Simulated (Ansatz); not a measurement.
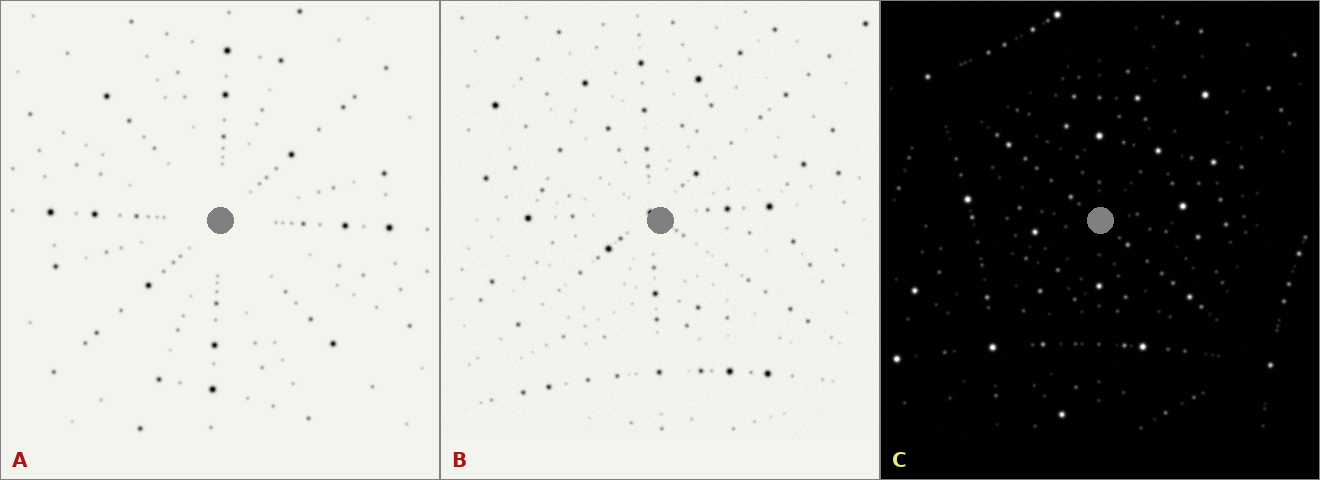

Simulated back-reflection Laue patterns (white X-rays, 0.45 to 2.2 Å, flat plate covering ±45° about the beam, kinematic intensities, seen from the source). Crystal: Ga, space group Cmce (No. 64), a = 4.49 Å, b = 7.59 Å, c = 4.51 Å. Structure: the end point of a relaxation at fixed volume with DFT r2SCAN, scalar-relativistic, plane waves, PAW (Ansatz).

```cif
data_structure
_symmetry_space_group_name_H-M 'Cmce'
_symmetry_Int_Tables_number 64
_cell_length_a 4.4947
_cell_length_b 7.5876
_cell_length_c 4.5058
_cell_angle_alpha 90.000
_cell_angle_beta 90.000
_cell_angle_gamma 90.000
_cell_volume 153.67
loop_
_atom_site_label
_atom_site_type_symbol
_atom_site_symmetry_multiplicity
_atom_site_Wyckoff_symbol
_atom_site_fract_x
_atom_site_fract_y
_atom_site_fract_z
_atom_site_occupancy
Ga1 Ga 8 f 0.50000 0.15621 0.58373 1
```

Question: The directions [010], [101], [111] point towards the source, in some order. Which is which?

Answer: A: [010], symmetry 2mm (a twofold axis with two mirror lines). B: [111], symmetry 1 (no symmetry). C: [101], symmetry m (one mirror line). The Laue class is mmm.
